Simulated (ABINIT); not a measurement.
# GaP (F-43m): third-order response, part 2 of 2

Wanted: vibrational spectra of GaP (F-43m) from linear and non-linear response.

ABINIT 10.8.3; DFT LDA, scalar-relativistic, plane waves, HGH norm-conserving pseudopotentials.

So far, gap on the k-mesh (eV): step 2 (a first look) 1.58; step 5 (the gap at rest) 1.43. The relaxed cell has a = 5.320 Å (conventional setting).

**6. Zone-centre response**

The derivative of the wavefunctions by k comes first, since the response to a field is built on it; then the field and the displacements that symmetry doesn't supply are solved at q = 0. By the 2n+1 theorem the first-order wavefunctions also give third derivatives: Raman tensors and the non-linear susceptibility.

It reads the wavefunctions written in step 4.

Contents of dfpt_gamma.abi:

```
ndtset 3

# common to the responses
getwfk_filepath "gso_WFK"
kptopt 2
nqpt 1
qpt 0.0 0.0 0.0
asr 0
chneut 0

# d/dk
rfelfd1 2
rfdir1 1 1 1
iscf1 -3
tolwfr1 1.0d-20

# displacements, field
rfphon2 1
rfatpol2 1 2
rfdir2 1 1 1
rfelfd2 3
getddk2 1
tolvrs2 1.0d-10
prepanl2 1
prtden2 1

# third order
optdriver3 5
getden_filepath3 "gso_DEN"
get1den3 2
get1wf3 2
getddk3 1
d3e_pert1_elfd3 1
d3e_pert1_phon3 1
d3e_pert1_atpol3 1 2
d3e_pert1_dir3 1 1 1
d3e_pert2_elfd3 1
d3e_pert2_dir3 1 1 1
d3e_pert3_elfd3 1
d3e_pert3_dir3 1 1 1
usepead3 1
tolvrs3 1.0d-10

# basis, mesh and filling
ecut 24.0
ixc 7
ngkpt 6 6 6
nshiftk 4
shiftk 
    0.5 0.5 0.5
    0.5 0.0 0.0
    0.0 0.5 0.0
    0.0 0.0 0.5
istwfk *1
occopt 1
nband 4
nstep 100
diemac 9.0
prtebands 0
prtgsr 0

# cell and atoms
acell 3*1.0 Angstrom
rprim 
    -2.660061704 0.0 2.660061704
    0.0 2.660061704 2.660061704
    -2.660061704 2.660061704 0.0
ntypat 2
znucl 31 15
natom 2
typat 1 2
xred 
    0.0 0.0 0.0
    0.25 0.25 0.25
pp_dirpath "./pseudo"
pseudos "Ga.hgh, P.hgh"
```

Run with:

```
$ OMP_NUM_THREADS=1 mpirun -n 2 abinit dfpt_gamma.abi > dfpt_gamma.log
```

Numbers of over 12 decimals in the logs are rounded to 6 here.

dfpt_gamma.abo, the main output file:

```text
[banners, grids, parts of the stress and lines that vanish by symmetry left out]
- input  file    -> dfpt_gamma.abi
- output file    -> dfpt_gamma.abo
- root for input  files -> dfpt_gammai
[...]
DATASET    1 : space group F-4 3 m (#216); Bravais cF (face-center cubic)
[...]
nfft =       32768          nkpt =         432
[...]
DATASET    2 : space group F-4 3 m (#216); Bravais cF (face-center cubic)
[...]
nfft =       32768          nkpt =         432
[...]
DATASET    3 : space group F-4 3 m (#216); Bravais cF (face-center cubic)
[...]
mpw =        1435          nfft =       32768          nkpt =         432
[...]
== DATASET  1 ==================================================================
[...]
cutoff_energies: {ecut:  24.0, pawecutdg:  -1.0, }
[...]
Exchange-correlation functional for the present dataset will be:
  LDA: Perdew-Wang 92 LSD fit to Ceperley-Alder data - ixc=7
[...]
- 15.00000   5.00000     10605                znucl, zion, pspdat
[...]
Perturbation : derivative vs k along direction   1
[...]
-ETOT  1  -9.277562     -9.278E+00 2.990E-01 0.000E+00
 ETOT  2  -9.293379     -1.582E-02 2.555E-03 0.000E+00
 ETOT  3  -9.293434     -5.471E-05 2.008E-05 0.000E+00
 ETOT  4  -9.293434     -3.503E-07 2.754E-07 0.000E+00
 ETOT  5  -9.293434     -3.155E-09 3.224E-09 0.000E+00
[...]
At SCF step   12   max residual=  9.98E-21 < tolwfr=  1.00E-20 =>converged.
[...]
Perturbation : derivative vs k along direction   2
[...]
-ETOT  1  -9.277562     -9.278E+00 2.990E-01 0.000E+00
[...]
At SCF step   12   max residual=  9.98E-21 < tolwfr=  1.00E-20 =>converged.
[...]
Perturbation : derivative vs k along direction   3
[...]
-ETOT  1  -9.277562     -9.278E+00 2.990E-01 0.000E+00
[...]
At SCF step   12   max residual=  9.98E-21 < tolwfr=  1.00E-20 =>converged.
[...]
1        1       3.3657790751    0.0000000000
     1        2      -1.6828895375    0.0000000000
     1        3      -1.6828895376   -0.0000000000
     2        1      -1.6828895375    0.0000000000
     2        2       3.3657790751   -0.0000000000
     2        3       1.6828895376   -0.0000000000
     3        1      -1.6828895376   -0.0000000000
     3        2       1.6828895376   -0.0000000000
     3        3       3.3657790751    0.0000000000
[...]
== DATASET  2 ==================================================================
[...]
cutoff_energies: {ecut:  24.0, pawecutdg:  -1.0, }
[...]
Exchange-correlation functional for the present dataset will be:
  LDA: Perdew-Wang 92 LSD fit to Ceperley-Alder data - ixc=7
[...]
Perturbation : displacement of atom   1   along direction   1
[...]
-ETOT  1   7.014468     -3.430E+01 8.947E-02 4.472E+03
[...]
At SCF step    9       vres2   =  4.48E-13 < tolvrs=  1.00E-10 =>converged.
[...]
Perturbation : displacement of atom   2   along direction   1
[...]
-ETOT  1   38.127710474781     -1.283E+02 1.084E+00 6.881E+04
[...]
At SCF step    9       vres2   =  1.30E-11 < tolvrs=  1.00E-10 =>converged.
[...]
Perturbation : homogeneous electric field along direction   1
[...]
-ETOT  1  -201.91801086543     -2.019E+02 2.131E+01 1.971E+04
[...]
At SCF step    9       vres2   =  7.10E-11 < tolvrs=  1.00E-10 =>converged.
[...]
Perturbation : homogeneous electric field along direction   2
[...]
-ETOT  1  -201.91801086562     -2.019E+02 2.131E+01 1.971E+04
[...]
At SCF step    9       vres2   =  7.10E-11 < tolvrs=  1.00E-10 =>converged.
[...]
Perturbation : homogeneous electric field along direction   3
[...]
-ETOT  1  -201.91801086581     -2.019E+02 2.131E+01 1.971E+04
[...]
ETOT  8  -211.81600350872     -1.973E-10 1.366E-12 1.046E-08
 ETOT  9  -211.81600350872     -4.263E-12 3.447E-14 7.095E-11
 At SCF step    9       vres2   =  7.10E-11 < tolvrs=  1.00E-10 =>converged.
[...]
Dielectric tensor, in cartesian coordinates,
[...]
1    4   1    4         9.9418433818        -0.0000000000
   1    4   2    4         0.0000000000        -0.0000000000
   1    4   3    4         0.0000000000        -0.0000000000
   2    4   1    4         0.0000000000        -0.0000000000
   2    4   2    4         9.9418433818        -0.0000000000
   2    4   3    4         0.0000000000        -0.0000000000
   3    4   1    4         0.0000000000        -0.0000000000
   3    4   2    4         0.0000000000        -0.0000000000
   3    4   3    4         9.9418433818        -0.0000000000
  Effective charges, in cartesian coordinates,
[...]
1    1   1    4         2.0184008474         0.0000000000
   2    1   1    4         0.0000000000         0.0000000000
   3    1   1    4        -0.0000000000         0.0000000000
   1    2   1    4        -2.0259968804         0.0000000000
   2    2   1    4         0.0000000000         0.0000000000
[...]
Effective charges, in cartesian coordinates,
[...]
2    4   1    2         0.0000000000         0.0000000000
   3    4   1    2         0.0000000000         0.0000000000
   1    4   2    2         0.0000000000         0.0000000000
   2    4   2    2        -2.0259968807         0.0000000000
   3    4   2    2         0.0000000000         0.0000000000
   1    4   3    2        -0.0000000000         0.0000000000
   2    4   3    2         0.0000000000         0.0000000000
   3    4   3    2        -2.0259968807         0.0000000000
  Phonon wavevector (reduced coordinates) :  0.00000  0.00000  0.00000
 Phonon energies in Hartree :
[...]
Phonon frequencies in cm-1    :
-  7.918980E-01  7.918980E-01  7.918982E-01  3.694387E+02  3.694387E+02
-  3.694387E+02
  Phonon at Gamma, with non-analyticity in the
[...]
Phonon energies in Hartree :
[...]
Phonon frequencies in cm-1    :
-  7.918980E-01  7.918980E-01  8.307758E-01  3.694387E+02  3.694387E+02
-  4.019833E+02
  Phonon at Gamma, with non-analyticity in the
[...]
Phonon energies in Hartree :
[...]
Phonon frequencies in cm-1    :
-  7.918980E-01  7.918982E-01  8.307757E-01  3.694387E+02  3.694387E+02
-  4.019833E+02
  Phonon at Gamma, with non-analyticity in the
[...]
Phonon energies in Hartree :
[...]
Phonon frequencies in cm-1    :
-  7.918980E-01  7.918982E-01  8.307756E-01  3.694387E+02  3.694387E+02
-  4.019833E+02
[...]
== DATASET  3 ==================================================================
[...]
cutoff_energies: {ecut:  24.0, pawecutdg:  -1.0, }
[...]
Exchange-correlation functional for the present dataset will be:
  LDA: Perdew-Wang 92 LSD fit to Ceperley-Alder data - ixc=7
[...]
j1 : displacement of atom   1 along direction   1
[...]
j1 : displacement of atom   2 along direction   1
[...]
j2 : displacement of atom   1 along direction   1
[...]
j2 : displacement of atom   2 along direction   1
[...]
j2 : displacement of atom   1 along direction   1
[...]
j2 : displacement of atom   2 along direction   1
[...]
1          1       -0.000000002        0.000000001        0.000000001
[...]
1          2       -0.000000000        0.000000000        0.124331775
[...]
1          3       -0.000000000        0.124331774       -0.000000001
[...]
2          1        0.000000002       -0.000000001       -0.000000001
[...]
2          2       -0.000000000       -0.000000000       -0.123978994
[...]
2          3       -0.000000000       -0.123978993        0.000000001
[...]
strten2     0.0000000000E+00  0.0000000000E+00  0.0000000000E+00
           strten3     0.0000000000E+00  0.0000000000E+00  0.0000000000E+00
================================================================================
```

It took 2.9 min on 2 MPI ranks of Arm Neoverse V2, shared host; 5.8 min of CPU time.

Numbers from this step:

| Item | Value |
| --- | --- |
| miss of the charge sum rule | 0.007596 e |
| largest acoustic frequency at the zone centre before the sum rule | 0.79 cm⁻¹ |
| highest optical zone-centre mode (no LO-TO term) | 369.4 cm⁻¹ |
| lowest optical zone-centre mode | 369.4 cm⁻¹ |
| mean high-frequency dielectric constant | 9.942 |
| largest Born charge in size (third of the trace) | 2.026 e |

Born charge (rows field, columns displacement), before the sum rule (e), principal values of the symmetric part by kind of site:

| atom | atoms with these values | low | middle | high | mean |
| --- | --- | --- | --- | --- | --- |
| Ga1 | 1 | 2.02 | 2.02 | 2.02 | 2.02 |
| P2 | 1 | -2.03 | -2.03 | -2.03 | -2.03 |

In full for P2:

```
-2.03  0.00  0.00
 0.00 -2.03  0.00
 0.00  0.00 -2.03
```

High-frequency dielectric tensor:

```
9.94 0.00 0.00
0.00 9.94 0.00
0.00 0.00 9.94
```

The acoustic modes at Γ come out as far as 0.8 cm⁻¹ from zero, where they should vanish, a small numerical error; the Born charges miss their sum rule by 0.0076 e, which is good.

**7. Modes with the sum rule**

anaddb reads the merged derivatives, imposes the acoustic sum rule and charge neutrality, and adds the LO-TO term along chosen directions.

Contents of anaddb.abi:

```
ddb_filepath "gamma_DDB"
output_file "anaddb.abo"
outdata_prefix "anaddb"
asr 1
chneut 1
enunit 2
eivec 1
nph1l 1
qph1l 0.0 0.0 0.0 1.0
dieflag 1
nph2l 3
qph2l 
    1.0 0.0 0.0 0.0
    0.0 0.0 1.0 0.0
    1.0 1.0 1.0 0.0
nlflag 1
ramansr 1
alphon 1
prtmbm 1
```

Contents of mrgddb.in:

```
gamma_DDB
merged
3
dfpt_gammao_DS2_DDB
dfpt_gammao_DS3_DDB
gso_DDB
```

Run with:

```
$ mrgddb < mrgddb.in > mrgddb.log
$ OMP_NUM_THREADS=1 anaddb anaddb.abi > anaddb.log
```

anaddb.abo, the main output file:

```text
[banners, grids, parts of the stress and lines that vanish by symmetry left out]
-outvars_anaddb: echo values of input variables ----------------------

 Flags :
[...]
Dielectric Tensor and Effective Charges
[...]
Effective charge tensors after
[...]
1          1       -0.000000002        0.000000001        0.000000001
[...]
1          2       -0.000000000        0.000000000        0.124155385
[...]
1          3       -0.000000000        0.124155384       -0.000000001
[...]
2          1        0.000000002       -0.000000001       -0.000000001
[...]
2          2       -0.000000000       -0.000000000       -0.124155385
[...]
2          3       -0.000000000       -0.124155384        0.000000001
[...]
Phonon wavevector (reduced coordinates) :  0.00000  0.00000  0.00000
 Phonon energies in Hartree :
[...]
Phonon energies in meV     :
-  0.000000E+00  0.000000E+00  0.000000E+00  4.580432E+01  4.580432E+01
-  4.580432E+01
 Phonon frequencies in cm-1    :
-  0.000000E+00  0.000000E+00  0.000000E+00  3.694367E+02  3.694367E+02
-  3.694367E+02
 Phonon frequencies in Thz     :
-  0.000000E+00  0.000000E+00  0.000000E+00  1.107543E+01  1.107543E+01
-  1.107543E+01
 Phonon energies in Kelvin  :
-  0.000000E+00  0.000000E+00  0.000000E+00  5.315370E+02  5.315370E+02
-  5.315370E+02
[...]
-  1  0.00000000E+00  0.00000000E+00  2.33406097E-03
-     0.00000000E+00  0.00000000E+00  0.00000000E+00
-  2  0.00000000E+00  0.00000000E+00  2.33406095E-03
-     0.00000000E+00  0.00000000E+00  0.00000000E+00
[...]
-  1  0.00000000E+00  2.33406097E-03  0.00000000E+00
-     0.00000000E+00  0.00000000E+00  0.00000000E+00
-  2  0.00000000E+00  2.33406095E-03  0.00000000E+00
-     0.00000000E+00  0.00000000E+00  0.00000000E+00
[...]
-  1  2.33406098E-03  0.00000000E+00  0.00000000E+00
-     0.00000000E+00  0.00000000E+00  0.00000000E+00
-  2  2.33406095E-03  0.00000000E+00  0.00000000E+00
-     0.00000000E+00  0.00000000E+00  0.00000000E+00
[...]
-  1  0.00000000E+00  0.00000000E+00  1.55568312E-03
-     0.00000000E+00  0.00000000E+00  0.00000000E+00
-  2  0.00000000E+00  0.00000000E+00 -3.50189606E-03
-     0.00000000E+00  0.00000000E+00  0.00000000E+00
[...]
-  1  2.27145173E-07  1.55568310E-03  0.00000000E+00
-     0.00000000E+00  0.00000000E+00  0.00000000E+00
-  2 -5.11311575E-07 -3.50189602E-03  0.00000000E+00
-     0.00000000E+00  0.00000000E+00  0.00000000E+00
[...]
-  1  1.55568310E-03 -2.27144592E-07  0.00000000E+00
-     0.00000000E+00  0.00000000E+00  0.00000000E+00
-  2 -3.50189602E-03  5.11310267E-07  0.00000000E+00
-     0.00000000E+00  0.00000000E+00  0.00000000E+00
[...]
-     1          0.000000    -0.000000     0.000000     0.000000
-     2         -0.000000     0.000000     0.000000     0.000000
-     3          0.000000    -0.000000     0.000000     0.000000
-     4          0.000000     0.000000     2.669026     2.669026
-     5         -0.000000     2.669026     0.000000     2.669026
-     6          2.669026     0.000000    -0.000000     2.669026
[...]
-   1     Real    0.0000E+00  0.0000E+00  0.0000E+00  0.0000E+00  0.0000E+00  0.0000E+00  0.0000E+00
[...]
-   2     Real    0.0000E+00  0.0000E+00  0.0000E+00  0.0000E+00  0.0000E+00  0.0000E+00  0.0000E+00
[...]
-   3     Real    0.0000E+00  0.0000E+00  0.0000E+00  0.0000E+00  0.0000E+00  0.0000E+00  0.0000E+00
[...]
-   4     Real    0.0000E+00  0.0000E+00  1.0460E-04  0.0000E+00  0.0000E+00  0.0000E+00  1.0460E-04
[...]
-   5     Real    0.0000E+00  1.0460E-04  0.0000E+00  0.0000E+00  0.0000E+00  0.0000E+00  1.0460E-04
[...]
-   6     Real    1.0460E-04  0.0000E+00  0.0000E+00  0.0000E+00  0.0000E+00  0.0000E+00  1.0460E-04
[...]
-        -0.000000000       0.000000000      -0.000000000
-         0.000000000       0.000000000       0.000000000
[...]
Phonon at Gamma, with non-analyticity in the
[...]
Phonon energies in Hartree :
[...]
Phonon energies in meV     :
-  0.000000E+00  0.000000E+00  0.000000E+00  4.580432E+01  4.580432E+01
-  4.983376E+01
 Phonon frequencies in cm-1    :
-  0.000000E+00  0.000000E+00  0.000000E+00  3.694367E+02  3.694367E+02
-  4.019364E+02
 Phonon frequencies in Thz     :
-  0.000000E+00  0.000000E+00  0.000000E+00  1.107543E+01  1.107543E+01
-  1.204975E+01
 Phonon energies in Kelvin  :
-  0.000000E+00  0.000000E+00  0.000000E+00  5.315370E+02  5.315370E+02
-  5.782968E+02
[...]
-  1  0.00000000E+00  0.00000000E+00  2.33406097E-03
[...]
-  2  0.00000000E+00  0.00000000E+00  2.33406095E-03
[...]
Phonon at Gamma, with non-analyticity in the
[...]
Phonon energies in Hartree :
[...]
Phonon energies in meV     :
-  0.000000E+00  0.000000E+00  0.000000E+00  4.580432E+01  4.580432E+01
-  4.983376E+01
 Phonon frequencies in cm-1    :
-  0.000000E+00  0.000000E+00  0.000000E+00  3.694367E+02  3.694367E+02
-  4.019364E+02
 Phonon frequencies in Thz     :
-  0.000000E+00  0.000000E+00  0.000000E+00  1.107543E+01  1.107543E+01
-  1.204975E+01
 Phonon energies in Kelvin  :
-  0.000000E+00  0.000000E+00  0.000000E+00  5.315370E+02  5.315370E+02
-  5.782968E+02
[...]
Phonon at Gamma, with non-analyticity in the
[...]
Phonon energies in Hartree :
[...]
Phonon energies in meV     :
-  0.000000E+00  0.000000E+00  0.000000E+00  4.580432E+01  4.580432E+01
-  4.983376E+01
 Phonon frequencies in cm-1    :
-  0.000000E+00  0.000000E+00  0.000000E+00  3.694367E+02  3.694367E+02
-  4.019364E+02
 Phonon frequencies in Thz     :
-  0.000000E+00  0.000000E+00  0.000000E+00  1.107543E+01  1.107543E+01
-  1.204975E+01
 Phonon energies in Kelvin  :
-  0.000000E+00  0.000000E+00  0.000000E+00  5.315370E+02  5.315370E+02
-  5.782968E+02
[...]
-  1  0.00000000E+00  2.33406097E-03  0.00000000E+00
[...]
-  2  0.00000000E+00  2.33406095E-03  0.00000000E+00
[...]
-  1  2.33406097E-03  0.00000000E+00  0.00000000E+00
[...]
-  2  2.33406095E-03  0.00000000E+00  0.00000000E+00
[...]
-  1  2.31334933E-04  9.65969300E-04 -1.19730423E-03
[...]
-  2 -5.20742869E-04 -2.17443003E-03  2.69517290E-03
[...]
-  1  1.24896656E-03 -8.24825207E-04 -4.24141350E-04
[...]
-  2 -2.81146656E-03  1.85670983E-03  9.54756726E-04
[...]
-         0.000000000       0.000000000       0.000000000
-         0.000000000       0.000000000      -0.000000000
[...]
-        -0.000000000      -0.007702691       0.006214430
-        -0.007702691      -0.000000000       0.001488261
-         0.006214430       0.001488261      -0.000000000
[...]
-        -0.000000000      -0.002728655      -0.005306399
-        -0.002728655       0.000000000       0.008035054
-        -0.005306399       0.008035054      -0.000000000
[...]
Direction                     Dielectric constant
[...]
0.00000   0.00000   1.00000     11.76796516
   1.00000   1.00000   1.00000     11.76796516
-
```

It took 0.74 s on 1 thread.

Numbers from this step:

```
mean static dielectric constant      : 11.77
highest mode moved by the LO-TO term : 401.9 cm⁻¹
```

No LO-TO term; unit eigenvectors of the mass-weighted matrix, from anaddb's displacements. Modes at Γ, with each element's share of the kinetic energy:

| mode | frequency (cm⁻¹) | symmetry | Ga % | P % |
| --- | --- | --- | --- | --- |
| 1 | 0.0 | acoustic | 69 | 31 |
| 2 | 0.0 | acoustic | 69 | 31 |
| 3 | 0.0 | acoustic | 69 | 31 |
| 4 | 369.4 | T2 | 31 | 69 |
| 5 | 369.4 | T2 | 31 | 69 |
| 6 | 369.4 | T2 | 31 | 69 |

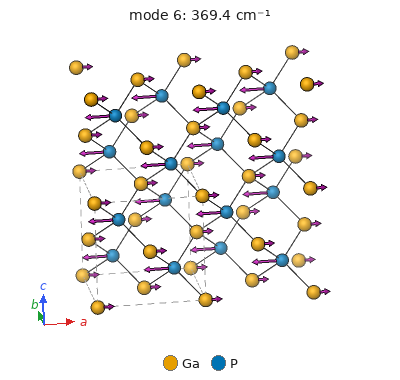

Displacement patterns of mode 6 at Γ; arrows are exaggerated. Bonds to atoms that aren't drawn are left out. 2×1×2 conventional cells are drawn. Some periodic images of atoms are drawn too.

Trace of the oscillator strength, degenerate modes summed. Infrared lines, with heights relative to the strongest:

| position (cm⁻¹) | lines merged | IR intensity, relative |
| --- | --- | --- |
| 369 | 3 | 100 |

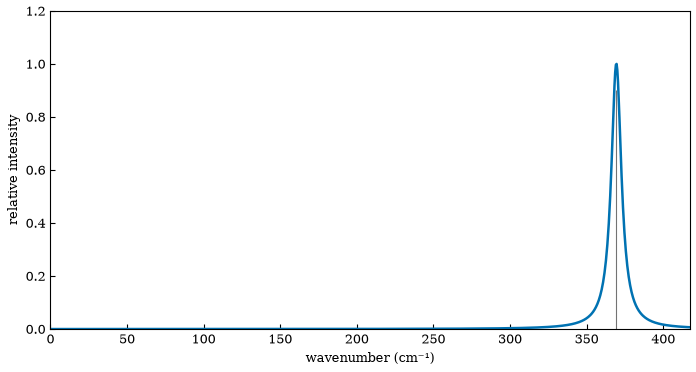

The infrared spectrum, broadened with Lorentzians of width 8 cm⁻¹; bars mark the lines.

From anaddb's Raman susceptibilities, degenerate modes summed; transverse modes, the longitudinal lines of polar modes are not listed. Raman lines, with heights relative to the strongest:

| position (cm⁻¹) | lines merged | Raman activity (Å⁴/amu), powder, relative |
| --- | --- | --- |
| 369 | 3 | 100 |

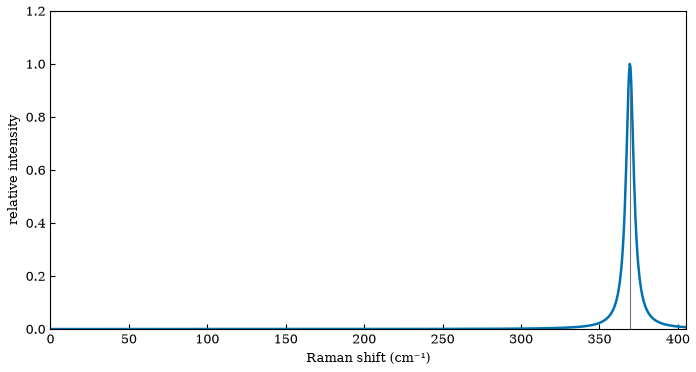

The Raman spectrum, broadened with Lorentzians of width 6 cm⁻¹; bars mark the lines.

Static dielectric tensor (ions relaxed, fixed cell):

```
11.77  0.00  0.00
 0.00 11.77  0.00
 0.00  0.00 11.77
```

Non-linear optical d (pm/V). Tensor:

| field along | xx | yy | zz | yz | xz | xy |
| --- | --- | --- | --- | --- | --- | --- |
| x | 0 | 0 | 0 | -33.17 | 0 | 0 |
| y | 0 | 0 | 0 | 0 | -33.17 | 0 |
| z | 0 | 0 | 0 | 0 | 0 | -33.17 |

The rule moves no optical mode by more than 0.1 cm⁻¹.

**8. Summary of results**

* space group after relaxation: F-43m
* volume per atom: 18.8 Å³
* highest optical zone-centre mode (no LO-TO term): 369.4 cm⁻¹
* highest mode moved by the LO-TO term: 401.9 cm⁻¹
* mean high-frequency dielectric constant: 9.94
* largest Born charge in size (third of the trace): 2.03 e
* mean static dielectric constant: 11.8
* imaginary optical modes at the zone centre (no q mesh in this session): none

The largest Raman activity of GaP (F-43m) lies at 369 cm⁻¹ and the strongest infrared line at 369 cm⁻¹ (transverse modes). At the LDA level the optical modes of GaP (F-43m) at the zone centre (no LO-TO term) lie at 369 cm⁻¹. Along the directions run, the highest mode that the macroscopic field moves lies at 402 cm⁻¹. Lattice motion raises the mean dielectric constant from 9.942 to 11.77. The Raman intensities rest on static tensors of the transverse modes; green light lies near or above this gap, where resonance changes them. The Born charge of Ga is 2.018 e against a formal charge of +3: moving the atom carries less polarisation than a rigid ion would, as is usual in tetrahedral, largely covalent crystals. The Lyddane-Sachs-Teller relation holds: (ωLO/ωTO)² is 1.18 and ε₀/ε∞ is 1.18. These are harmonic frequencies at zero temperature: anharmonic shifts and linewidths and thermal expansion are left out. The HGH files keep few electrons and have no core correction, which is cheap but rough for Ga. The relaxed cell is 7 % smaller in volume than the measured one, and all results belong to that cell.

[Host names and launcher messages were left out of these logs when they were recorded.]

[Logs are printed without paths, hosts, clocks, repeated set-up lines and the standing remarks that a program may print on its own settings, such as how far it seeks lower states.]

[Hosts, paths, dates, database ids (printed as entryN), source tags and the programs' standing remarks are cut or masked in the printed files.]
